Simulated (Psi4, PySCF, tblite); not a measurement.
Two rigid molecules brought together: HF ··· BF3 (SMILES F and FB(F)F). Monomers: optimised at B3LYP-D3(BJ) (def2-TZVP), held rigid. Orientation: lowest of the rigid-body minima from ten starts at GFN2-xTB (searched outside a hard wall at short contacts). R is the distance of the centres of mass, along which the second monomer moves. The shortest distances reach bonding range, where SAPT0 and rigid monomers are unreliable.

Geometry at R = 2.39 Å (first 2 atoms: monomer A):
```
6

F      0.4622     0.0000     0.0000
H     -0.4622     0.0000     0.0000
F      1.8561    -1.9854    -1.3777
B      1.1647    -1.0615    -2.0097
F      1.7673     0.0171    -2.4607
F     -0.1289    -1.2168    -2.1926
```

Methods: RKS-LDA (SVWN5)/6-31G* = restricted LDA (SVWN5)/6-31G*, spherical d, no counterpoise correction run with PySCF 2.14.0; PBE0/def2-TZVP, counterpoise-corrected (Psi4); RKS-B3LYP/6-31G* = PySCF with restricted B3LYP/6-31G*, spherical d, no counterpoise correction; GFN2-xTB (tblite); HF/aug-cc-pVDZ, counterpoise-corrected (Psi4).

Interaction energies in kJ/mol (negative: bound); R is the distance of the centres of mass, d the F1···B4 distance.

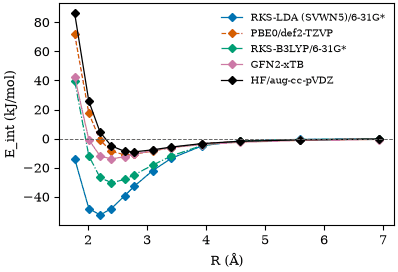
Figure. Interaction energy against separation.

```json
[
 {"R / Å": "1.77", "d / Å": "1.76", "RKS-LDA (SVWN5)/6-31G*": "-13.70", "PBE0/def2-TZVP": "71.67", "RKS-B3LYP/6-31G*": "39.90", "GFN2-xTB": "42.46", "HF/aug-cc-pVDZ": "86.11"},
 {"R / Å": "2.01", "d / Å": "2.00", "RKS-LDA (SVWN5)/6-31G*": "-48.06", "PBE0/def2-TZVP": "17.56", "RKS-B3LYP/6-31G*": "-11.82", "GFN2-xTB": "-0.74", "HF/aug-cc-pVDZ": "25.76"},
 {"R / Å": "2.20", "d / Å": "2.19", "RKS-LDA (SVWN5)/6-31G*": "-52.47", "PBE0/def2-TZVP": "-0.98", "RKS-B3LYP/6-31G*": "-26.70", "GFN2-xTB": "-11.87", "HF/aug-cc-pVDZ": "4.53"},
 {"R / Å": "2.39", "d / Å": "2.38", "RKS-LDA (SVWN5)/6-31G*": "-48.15", "PBE0/def2-TZVP": "-8.71", "RKS-B3LYP/6-31G*": "-30.30", "GFN2-xTB": "-13.96", "HF/aug-cc-pVDZ": "-4.96"},
 {"R / Å": "2.62", "d / Å": "2.61", "RKS-LDA (SVWN5)/6-31G*": "-39.11", "PBE0/def2-TZVP": "-11.07", "RKS-B3LYP/6-31G*": "-28.03", "GFN2-xTB": "-12.39", "HF/aug-cc-pVDZ": "-8.77"},
 {"R / Å": "2.78", "d / Å": "2.77", "RKS-LDA (SVWN5)/6-31G*": "-32.71", "PBE0/def2-TZVP": "-10.68", "RKS-B3LYP/6-31G*": "-24.90", "GFN2-xTB": "-10.78", "HF/aug-cc-pVDZ": "-9.08"},
 {"R / Å": "3.09", "d / Å": "3.08", "RKS-LDA (SVWN5)/6-31G*": "-22.04", "PBE0/def2-TZVP": "-8.49", "RKS-B3LYP/6-31G*": "-18.24", "GFN2-xTB": "-8.13", "HF/aug-cc-pVDZ": "-7.70"},
 {"R / Å": "3.41", "d / Å": "3.40", "RKS-LDA (SVWN5)/6-31G*": "-13.47", "PBE0/def2-TZVP": "-6.13", "RKS-B3LYP/6-31G*": "-11.82", "GFN2-xTB": "-6.14", "HF/aug-cc-pVDZ": "-5.75"},
 {"R / Å": "3.93", "d / Å": "3.92", "RKS-LDA (SVWN5)/6-31G*": "-4.90", "PBE0/def2-TZVP": "-3.46", "RKS-B3LYP/6-31G*": "-4.66", "GFN2-xTB": "-4.04", "HF/aug-cc-pVDZ": "-3.39"},
 {"R / Å": "4.57", "d / Å": "4.56", "RKS-LDA (SVWN5)/6-31G*": "-1.48", "PBE0/def2-TZVP": "-1.77", "RKS-B3LYP/6-31G*": "-1.58", "GFN2-xTB": "-2.49", "HF/aug-cc-pVDZ": "-1.85"},
 {"R / Å": "5.59", "d / Å": "5.58", "RKS-LDA (SVWN5)/6-31G*": "-0.52", "PBE0/def2-TZVP": "-0.73", "RKS-B3LYP/6-31G*": "-0.60", "GFN2-xTB": "-1.25", "HF/aug-cc-pVDZ": "-0.81"},
 {"R / Å": "6.93", "d / Å": "6.92", "RKS-LDA (SVWN5)/6-31G*": "-0.20", "PBE0/def2-TZVP": "-0.30", "RKS-B3LYP/6-31G*": "-0.24", "GFN2-xTB": "-0.59", "HF/aug-cc-pVDZ": "-0.34"}
]
```

Lowest grid point: RKS-LDA (SVWN5)/6-31G* -52.47 kJ/mol at R = 2.20 Å; PBE0/def2-TZVP -11.07 kJ/mol at R = 2.62 Å; RKS-B3LYP/6-31G* -30.30 kJ/mol at R = 2.39 Å; GFN2-xTB -13.96 kJ/mol at R = 2.39 Å; HF/aug-cc-pVDZ -9.08 kJ/mol at R = 2.78 Å.
